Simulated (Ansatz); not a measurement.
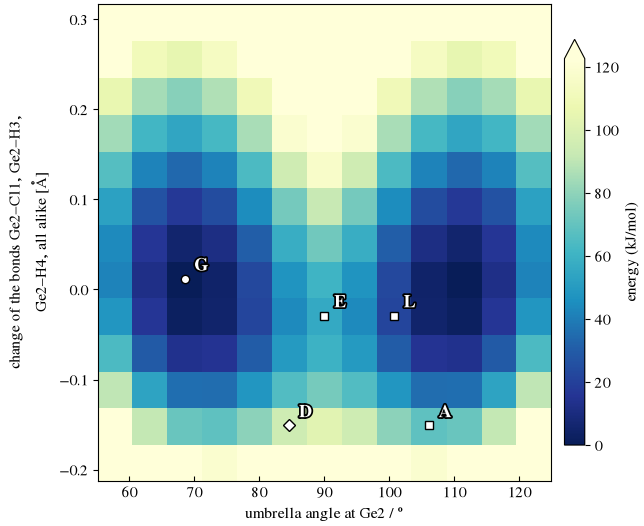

ClGeH₂, SMILES [Cl][GeH2], spin multiplicity 2. 
- The first coordinate is: umbrella angle at Ge2 (between each of its bonds and their common axis; 90 is planar); the second: change of the bonds Ge2–Cl1, Ge2–H3, Ge2–H4, all alike.
- Nothing is relaxed (all other coordinates rigid).
- Grid: 13 × 13 points; 91 points were computed and 78 follow by symmetry.
- Points are written as (first, second).
- Energies are in kJ/mol, from the lowest grid point.
- The calculation used UKS BHLYP-D4/def2-TZVP in Ansatz.

The picture shows one coloured cell a grid point, one colour for all values above the top of the scale, lettered points.

**Is A the lowest point of the computed grid?**

No. A lies 69 kJ/mol above the lowest grid point, which is at (68.5°, 0.012 Å).

**What kind of point is each of A, D, E, G, L: minimum, saddle, maximum or slope?**

A: on a slope; D: on a slope; E: saddle point; G: minimum; L: on a slope. (In these two coordinates alone; a stationary point may lie a little off the grid point.)

**Rank the lettered points by energy, lowest first.**

G (0 kJ/mol), L (22 kJ/mol), E (56 kJ/mol), A (69 kJ/mol), D (95 kJ/mol).
